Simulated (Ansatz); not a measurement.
# CH6B− ([BMeH3]-): HSE06/STO-3G

What is the energy change on altering one bond length of CH6B− ([BMeH3]-) at HSE06/STO-3G? 

The results are computed with Ansatz 0.2.0.

1 further run of the same task is left out (it didn't finish).

## Step 1: The system as given

CH6B−: 8 atoms, total charge -1, spin state singlet. SMILES: `[H][B-]([H])([H])C`. The coordinates come from a GFN2-xTB relaxation.

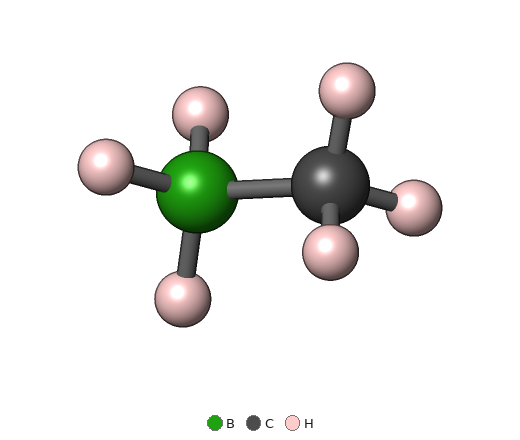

Viewed from a chosen angle; boron green, carbon dark grey, hydrogen pink.

## Step 2: The energy at HSE06/STO-3G

Input file in.yaml:

```yaml
crystal:
  periodic: [false, false, false]
  atoms:
    - {symbol: B, position_ang: [-0.002120, 0.003030, -0.820260]}
    - {symbol: C, position_ang: [0.002160, -0.002850, 0.828840]}
    - {symbol: H, position_ang: [-1.010180, 0.041900, 1.245300]}
    - {symbol: H, position_ang: [0.550190, 0.849940, 1.244930]}
    - {symbol: H, position_ang: [0.469650, -0.905360, 1.238890]}
    - {symbol: H, position_ang: [1.151450, -0.035240, -1.249110]}
    - {symbol: H, position_ang: [-0.546150, 1.024230, -1.240270]}
    - {symbol: H, position_ang: [-0.615010, -0.975650, -1.248310]}
basis:
  gaussian: {orbitals: STO-3G}
total_charge: -1
hamiltonian: {xc: {name: HSE06}}
accuracy: high
```

The run is started by

```sh
$ ansatz run in.yaml --threads 1 --pin off --max-ram 2610MiB --events-out events.jsonl --progress --plain --runs-dir runs
```

The program printed:

```text
Warning: RAYON_NUM_THREADS=1 ignored (pool sized by the plan → 1); use --threads N
Functional definition: HSE06
  name "HSE06"
  parameter a = 0.25
  parameter omega = 0.11/bohr
  exchange = pbe_x - a*pbe_x_sr(omega) + a*exact_x_sr(omega)
  correlation = pbe_c
278 factors; integrals over basis functions are off by at most 1.5e-8 eV
69 factors; integrals over basis functions are off by at most 3.1e-10 eV
mean field evaluation 1: about -1784.2225 eV, gradient 1.4e1 eV
mean field evaluation 2: about -1784.5376 eV, gradient 1.1e1 eV
mean field evaluation 4: about -1784.9100 eV, gradient 1.9e-1 eV
mean field evaluation 8: about -1784.8631 eV, gradient 1.7e-5 eV
mean field -1784.86311255 eV, -65.5925095624 hartree, gradient 4.5e-8 eV, S^2 0.000000; 0 other end points of the search recorded, 0 dependent functions left out
reference -1784.86311447 eV, -65.5925096329 hartree; 9, 9 occupied and 7, 7 virtual orbitals, 278 factors
Total energy: -1784.86311447 eV, -65.5925096329 hartree
```

It took 1.2 s on 1 thread of Arm Neoverse V2, shared host; peak memory 0.095 GiB.

## Step 3: The distorted shape, same level

Input file molecule.yaml:

```yaml
crystal:
  periodic: [false, false, false]
  atoms:
    - {symbol: B, position_ang: [-0.139119, -0.210155, -0.924276]}
    - {symbol: C, position_ang: [-0.134839, -0.216035, 0.724824]}
    - {symbol: H, position_ang: [-1.147179, -0.171285, 1.141284]}
    - {symbol: H, position_ang: [0.550190, 0.849940, 1.244930]}
    - {symbol: H, position_ang: [0.332651, -1.118545, 1.134874]}
    - {symbol: H, position_ang: [1.014451, -0.248425, -1.353126]}
    - {symbol: H, position_ang: [-0.683149, 0.811045, -1.344286]}
    - {symbol: H, position_ang: [-0.752009, -1.188835, -1.352326]}
basis:
  gaussian: {orbitals: STO-3G}
accuracy: high
total_charge: -1
hamiltonian: {xc: {name: HSE06}}
```

The run is started by

```sh
$ ansatz run molecule.yaml --threads 1 --pin off --max-ram 2610MiB --events-out events.jsonl --progress --plain --runs-dir runs
```

The program printed (excerpt; [...] marks lines left out):

```text
Warning: RAYON_NUM_THREADS=1 ignored (pool sized by the plan → 1); use --threads N
[... 6 set-up lines as earlier in the session ...]
278 factors; integrals over basis functions are off by at most 1.7e-8 eV
70 factors; integrals over basis functions are off by at most 3.0e-10 eV
mean field evaluation 1: about -1783.0328 eV, gradient 1.7e1 eV
mean field evaluation 2: about -1783.1026 eV, gradient 1.7e1 eV
mean field evaluation 4: about -1783.9998 eV, gradient 2.6e-1 eV
mean field evaluation 8: about -1783.9380 eV, gradient 2.9e-4 eV
mean field -1783.93795778 eV, -65.5585107520 hartree, gradient 2.0e-8 eV, S^2 0.000000; 0 other end points of the search recorded, 0 dependent functions left out
reference -1783.93795971 eV, -65.5585108227 hartree; 9, 9 occupied and 7, 7 virtual orbitals, 278 factors
Total energy: -1783.93795971 eV, -65.5585108227 hartree
```

Run time: 1.2 s. Hardware: 1 thread of Arm Neoverse V2, shared host; peak memory 0.094 GiB.

## Step 4: Outcome

Level: HSE06/STO-3G.

```
                                                         quantity         value
                                        first shape: total energy  -65.59251 Eh
                                    distorted shape: total energy  -65.55851 Eh
energy change with the C2–H4 bond stretched from 1.096 to 1.370 Å      0.925 eV
```

With the C2–H4 bond stretched from 1.096 to 1.370 Å the energy rises by 0.93 eV (89.3 kJ/mol). The first shape isn't relaxed at this level, so the change isn't measured from a minimum. The minimal basis adds a large error of its own.
